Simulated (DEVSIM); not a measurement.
Structure: Si p-i-n diode, at 300 K.

| layer (left to right) | material | thickness (μm) | Nd (cm⁻³) | Na (cm⁻³) | τn (s) | τp (s) |
|---|---|---|---|---|---|---|
| 1 | Si | 0.900 | - | 8.4e17 | 2.8e-5 | 2.8e-6 |
| 2 | Si | 1.80 | 4.8e12 | - | 2.8e-6 | 2.8e-6 |
| 3 | Si | 0.640 | 1.9e18 | - | 2.8e-6 | 2.8e-6 |

Left contact: ohmic. Right contact: ohmic. Voltage is applied to the left contact. Recombination: SRH at mid-gap. Mobility is μmin + (μ − μmin)/(1 + (N/Nref)^α).

This is a model device: material constants are rounded textbook-type values typed into the input, and sizes, dopings and lifetimes were drawn at random. Values at 300 K.

| parameter | Si |
|---|---|
| gap (eV) | 1.124 |
| affinity (eV) | 4.05 |
| permittivity | 11.7 |
| Nc (cm⁻³) | 2.86e19 |
| Nv (cm⁻³) | 3.1e19 |
| μn (cm²/Vs) | 1417 |
| μp (cm²/Vs) | 470 |
| μn,min | 52 |
| μp,min | 45 |
| Nref,n | 9.7e16 |
| Nref,p | 2.2e17 |
| αn | 0.68 |
| αp | 0.72 |

Simulated with DEVSIM: 1D drift-diffusion, Boltzmann statistics, complete ionisation; no tunnelling, impact ionisation, image-force lowering or self-heating.

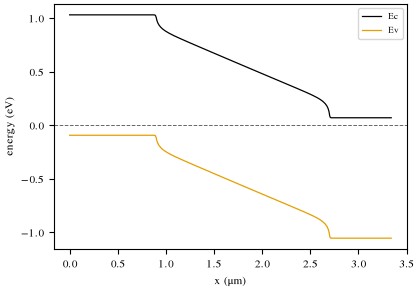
Figure: Band edges at zero bias

Energies count from the Fermi level of the right contact; mesh points crowd at the junctions.

```json
[
 {"x (μm)": "0.000", "Ec (eV)": "1.031", "Ev (eV)": "-0.093", "n (cm⁻³)": "140", "p (cm⁻³)": "8.4e17", "field (V/cm)": "≈ 0"},
 {"x (μm)": "0.03174", "Ec (eV)": "1.031", "Ev (eV)": "-0.093", "n (cm⁻³)": "140", "p (cm⁻³)": "8.4e17", "field (V/cm)": "≈ 0"},
 {"x (μm)": "0.09827", "Ec (eV)": "1.031", "Ev (eV)": "-0.093", "n (cm⁻³)": "140", "p (cm⁻³)": "8.4e17", "field (V/cm)": "≈ 0"},
 {"x (μm)": "0.2528", "Ec (eV)": "1.031", "Ev (eV)": "-0.093", "n (cm⁻³)": "140", "p (cm⁻³)": "8.4e17", "field (V/cm)": "≈ 0"},
 {"x (μm)": "0.6376", "Ec (eV)": "1.031", "Ev (eV)": "-0.093", "n (cm⁻³)": "140", "p (cm⁻³)": "8.4e17", "field (V/cm)": "≈ 0"},
 {"x (μm)": "0.7974", "Ec (eV)": "1.031", "Ev (eV)": "-0.093", "n (cm⁻³)": "140", "p (cm⁻³)": "8.4e17", "field (V/cm)": "≈ 0"},
 {"x (μm)": "0.8685", "Ec (eV)": "1.031", "Ev (eV)": "-0.093", "n (cm⁻³)": "140", "p (cm⁻³)": "8.4e17", "field (V/cm)": "-69"},
 {"x (μm)": "0.9066", "Ec (eV)": "0.978", "Ev (eV)": "-0.146", "n (cm⁻³)": "1100", "p (cm⁻³)": "1.1e17", "field (V/cm)": "-30000"},
 {"x (μm)": "0.9474", "Ec (eV)": "0.914", "Ev (eV)": "-0.210", "n (cm⁻³)": "13000", "p (cm⁻³)": "9.2e15", "field (V/cm)": "-9400"},
 {"x (μm)": "1.035", "Ec (eV)": "0.858", "Ev (eV)": "-0.266", "n (cm⁻³)": "110000", "p (cm⁻³)": "1.1e15", "field (V/cm)": "-4900"},
 {"x (μm)": "1.243", "Ec (eV)": "0.772", "Ev (eV)": "-0.352", "n (cm⁻³)": "3100000", "p (cm⁻³)": "3.8e13", "field (V/cm)": "-3900"},
 {"x (μm)": "1.904", "Ec (eV)": "0.518", "Ev (eV)": "-0.606", "n (cm⁻³)": "5.6e10", "p (cm⁻³)": "2.1e9", "field (V/cm)": "-3800"},
 {"x (μm)": "2.368", "Ec (eV)": "0.342", "Ev (eV)": "-0.782", "n (cm⁻³)": "5.2e13", "p (cm⁻³)": "2200000", "field (V/cm)": "-3800"},
 {"x (μm)": "2.570", "Ec (eV)": "0.259", "Ev (eV)": "-0.865", "n (cm⁻³)": "1.3e15", "p (cm⁻³)": "90000", "field (V/cm)": "-5000"},
 {"x (μm)": "2.672", "Ec (eV)": "0.180", "Ev (eV)": "-0.944", "n (cm⁻³)": "2.7e16", "p (cm⁻³)": "4400", "field (V/cm)": "-15000"},
 {"x (μm)": "2.701", "Ec (eV)": "0.089", "Ev (eV)": "-1.035", "n (cm⁻³)": "9.3e17", "p (cm⁻³)": "130", "field (V/cm)": "-56000"},
 {"x (μm)": "2.731", "Ec (eV)": "0.070", "Ev (eV)": "-1.054", "n (cm⁻³)": "1.9e18", "p (cm⁻³)": "< 1e2", "field (V/cm)": "≈ 0"},
 {"x (μm)": "2.801", "Ec (eV)": "0.070", "Ev (eV)": "-1.054", "n (cm⁻³)": "1.9e18", "p (cm⁻³)": "< 1e2", "field (V/cm)": "≈ 0"},
 {"x (μm)": "3.020", "Ec (eV)": "0.070", "Ev (eV)": "-1.054", "n (cm⁻³)": "1.9e18", "p (cm⁻³)": "< 1e2", "field (V/cm)": "≈ 0"},
 {"x (μm)": "3.209", "Ec (eV)": "0.070", "Ev (eV)": "-1.054", "n (cm⁻³)": "1.9e18", "p (cm⁻³)": "< 1e2", "field (V/cm)": "≈ 0"},
 {"x (μm)": "3.295", "Ec (eV)": "0.070", "Ev (eV)": "-1.054", "n (cm⁻³)": "1.9e18", "p (cm⁻³)": "< 1e2", "field (V/cm)": "≈ 0"},
 {"x (μm)": "3.340", "Ec (eV)": "0.070", "Ev (eV)": "-1.054", "n (cm⁻³)": "1.9e18", "p (cm⁻³)": "< 1e2", "field (V/cm)": "≈ 0"}
]
```
